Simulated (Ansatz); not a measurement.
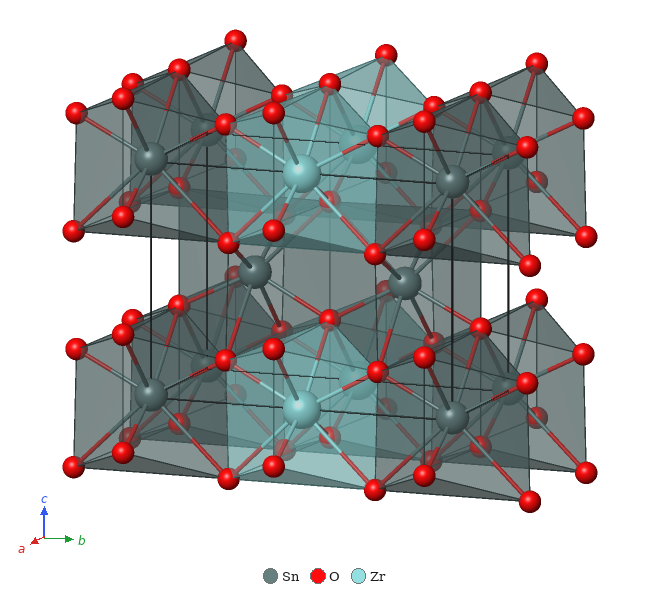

A polyhedral rendering, viewed slightly off an axis. The wireframe shows the conventional unit cell. Some neighbours outside the box are added.

ZrSn3O8, space group Pmm2 (No. 25), a = 3.516 Å, b = 7.236 Å, c = 5.395 Å, α = 90.00°, β = 90.00°, γ = 90.00°. It goes back to a structure type filled with these elements by a generator (whether the compound takes this form wasn't checked). Earlier steps of the study, as a rule a relaxation of our own, may have changed the cell and positions, so they can lie some per cent off the listed ones. It was run through Ansatz as a DFT input.

This one geometry was computed with Ansatz (DFT, plane waves, PAW) at five levels of theory: PBE, PBE0, PBE with spin-orbit coupling, HSE06 and r2SCAN. It was relaxed beforehand with r2SCAN.

Q: Which level gives the highest pressure at this volume, and what does that say about its equilibrium volume?

A: Highest: PBE (7.1 GPa) and PBE with spin-orbit coupling (7.1 GPa), which points to the largest equilibrium volume. Lowest, with the smallest volume: PBE0 (-2.3 GPa) and HSE06 (-2.2 GPa). Levels within 0.5 GPa of each other can't be told apart.

Q: How does the band gap change with the level of theory?

A: PBE: a gap of 1.82 eV, indirect; PBE with spin-orbit coupling: a gap of 1.83 eV, indirect; r2SCAN: a gap of 2.40 eV, indirect; HSE06: a gap of 3.28 eV, indirect; PBE0: a gap of 4.00 eV, indirect.

Q: Collect the results in a table.

A:
| level | cutoff (eV) | k-mesh of the run's cell | gap (eV) | pressure (GPa) |
| --- | --- | --- | --- | --- |
| PBE | 420 | 8×4×6 | 1.82 | 7.1 |
| PBE0 | 420 | 4×2×4 | 4.00 | -2.3 |
| PBE with spin-orbit coupling | 420 | 8×4×6 | 1.83 | 7.1 |
| HSE06 | 420 | 4×2×4 | 3.28 | -2.2 |
| r2SCAN | 500 | 8×4×6 | 2.40 | 0.0 |

Gaps are taken on the k-mesh or band path of each run.
